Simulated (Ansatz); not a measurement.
# Calculations on CH$_{4}$Si

Part 1: Relaxation

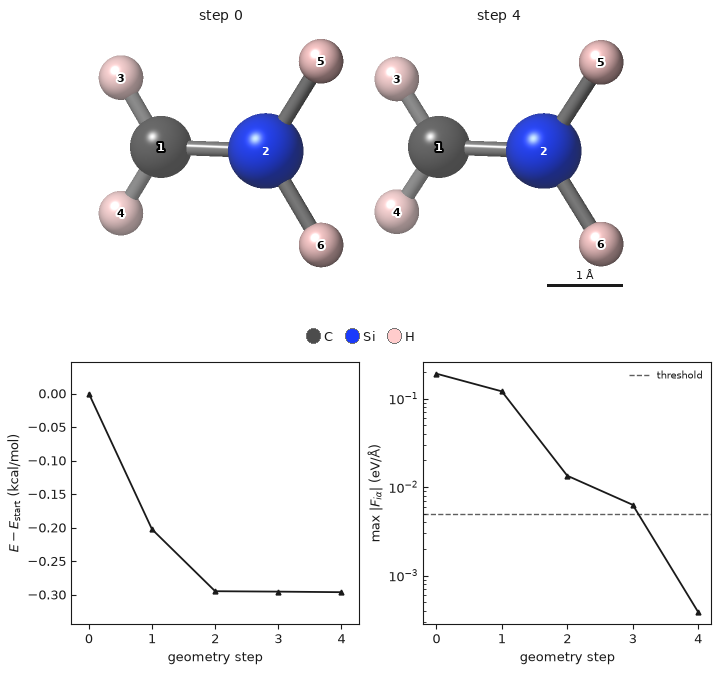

First and last geometry of a constrained relaxation of CH₄Si, with the history of the run. A ball-and-stick model, seen at a tilt.

These are results of RKS PBE0-D4/def2-TZVP (Ansatz 0.2.0), not measurements. Set-up: held fixed: the distance between atoms 1 (C) and 2 (Si), counting from 1; force threshold 0.005 eV/Å; at most 200 steps.

**Did the run converge, and what did it change?**

It converged. The energy falls by 0.30 kcal/mol in 4 geometry steps. Largest force component: 0.19 eV/Å at the start, 0.00039 eV/Å at the end. The largest moves after the best rigid fit, 0.036 Å, are those of H3 and H4. By element the largest moves are H 0.036 Å, Si 0.001 Å, C 0.001 Å. Among the contacts that change: Si2–H5 1.478 → 1.483 Å. Among the angles between lasting bonds that change: H3–C1–H4 115.7° → 111.8°, H5–Si2–H6 114.7° → 112.2°. The run took of the order of 8 core-seconds on a shared host.

Part 2: Relaxation

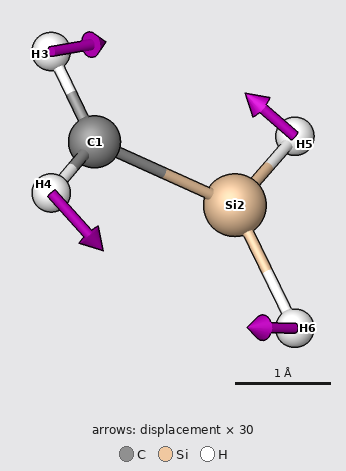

A constrained relaxation of CH₄Si. The starting structure is drawn; purple arrows show the displacements, 30 times their true length. The two geometries are superimposed by the best rigid fit.

The picture is a ball-and-stick view, seen from a free direction.

The calculation used Ansatz 0.2.0, RKS PBE0-D4/def2-TZVP.

Input
```yaml
crystal:
  periodic: [false, false, false]
  atoms:
    - {symbol: C, position_ang: [-0.712900, -0.527688, -0.255346]}
    - {symbol: Si, position_ang: [0.729157, 0.539731, 0.261161]}
    - {symbol: H, position_ang: [-1.384763, -0.977839, 0.466164]}
    - {symbol: H, position_ang: [-0.931969, -0.736985, -1.295938]}
    - {symbol: H, position_ang: [1.039255, 0.831003, 1.676819]}
    - {symbol: H, position_ang: [1.651348, 1.160551, -0.713127]}
basis:
  gaussian: {orbitals: def2-TZVP}
hamiltonian: {xc: pbe0, dispersion: d4}
relax: {f_tol: 0.005, max_steps: 200, constraints: [{distance: [0, 1]}]}
```

Q: What happened in the run?

A: The largest moves after the best rigid fit, 0.028 Å, are those of H3 and H4. By element the largest moves are H 0.028 Å, Si 0.002 Å, C 0.002 Å. Among the angles between lasting bonds that change: H3–C1–H4 115.7° → 118.9°. The energy falls by 0.007 eV in 4 geometry steps. The largest force component goes from 0.15 to 0.0002 eV/Å. The run took of the order of 8 core-seconds on a shared host.

Part 3: Scan

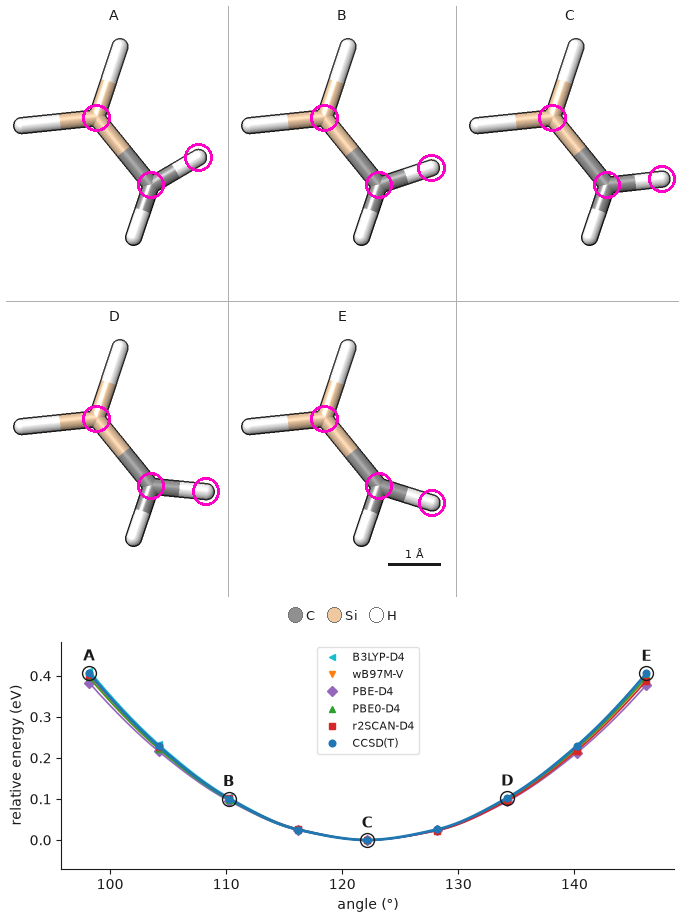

A scan of CH$_{4}$Si: one H–C–Si angle is varied, with the rest of the molecule carried along rigidly. The lettered frames are marked on the plot, at the values of CCSD(T). A stick model, seen onto the plane of the angle. The ringed atoms are those of the scanned coordinate.

Computed with Ansatz: CCSD(T), r2SCAN-D4, PBE0-D4, PBE-D4, wB97M-V, B3LYP-D4, basis def2-TZVPP, on geometries moved rigidly from the minimum at PBE0-D4/def2-TZVP. Coupled cluster with a frozen core. Energies are counted from the PBE0-D4/def2-TZVP minimum geometry at the same level.

Describe the profile.

Answer. With CCSD(T): the lowest computed point lies at the angle 122.2° (0.000 eV). The end points stand at 0.407 eV (98.2°) and 0.406 eV (146.2°). The curvature at the lowest point is about 4.6 eV/rad². At 98.2° the levels give PBE-D4 0.383 eV, wB97M-V 0.396 eV, PBE0-D4 0.396 eV, r2SCAN-D4 0.403 eV, CCSD(T) 0.407 eV, B3LYP-D4 0.413 eV. Closest to CCSD(T) there is r2SCAN-D4. At 98.2° to 146.2° the mean-field solution behind CCSD(T) isn't stable (a lower one of broken symmetry exists), so those energies are less reliable.

Part 4: Scan

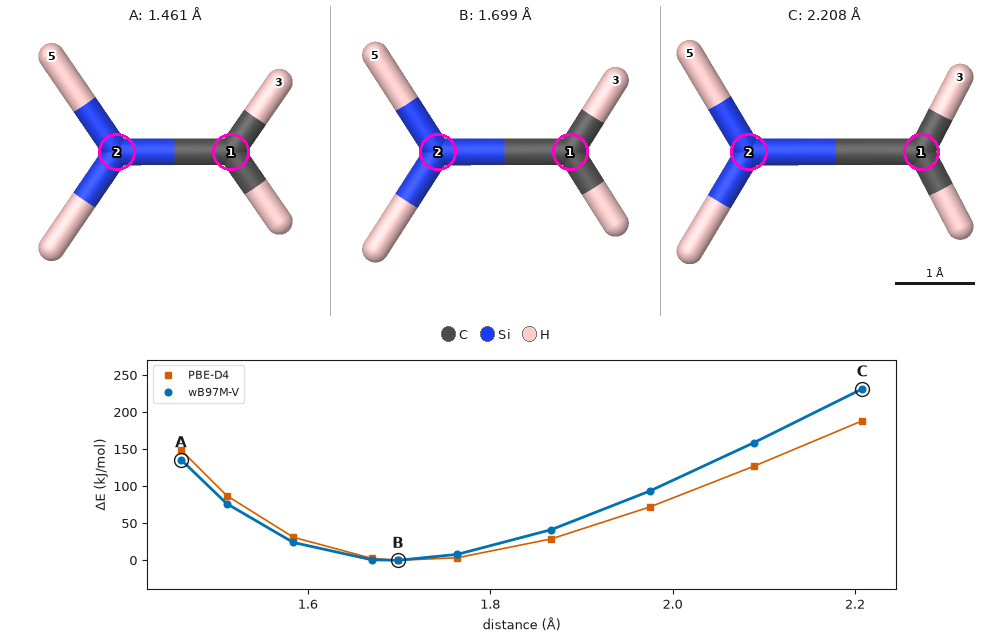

A scan of CH4Si: the C–Si bond length is varied, with all other coordinates relaxed. The lettered frames are marked on the plot, at the values of wB97M-V. Style: stick. Shown face on. The ringed atoms are those of the scanned coordinate.

Levels of theory: wB97M-V, PBE-D4 (def2-TZVPP, Ansatz), on geometries relaxed under the constraint at PBE0-D4/def2-TZVP. Energies are counted from the PBE0-D4/def2-TZVP minimum geometry at the same level.

Describe the profile.

Answer. With wB97M-V: the lowest computed point lies at the distance 1.699 Å (0.0 kJ/mol). The end points stand at 135.8 kJ/mol (1.461 Å) and 231.4 kJ/mol (2.208 Å). The curvature at the lowest point is about 36 eV/Å² (5.8 mdyn/Å). The well is steeper on the short side, as for any bond. At 2.208 Å the levels give PBE-D4 188.4 kJ/mol, wB97M-V 231.4 kJ/mol.

The computed points:

Energies in kJ/mol.

| distance (Å) | wB97M-V | PBE-D4 |
| --- | --- | --- |
| 1.461 | 135.8 | 148.8 |
| 1.511 | 76.6 | 87.4 |
| 1.584 | 24.1 | 31.2 |
| 1.670 | 0.8 | 2.7 |
| 1.699 | 0.0 | 0.0 |
| 1.764 | 8.1 | 3.5 |
| 1.867 | 41.4 | 28.9 |
| 1.975 | 93.5 | 72.0 |
| 2.089 | 158.7 | 126.9 |
| 2.208 | 231.4 | 188.4 |
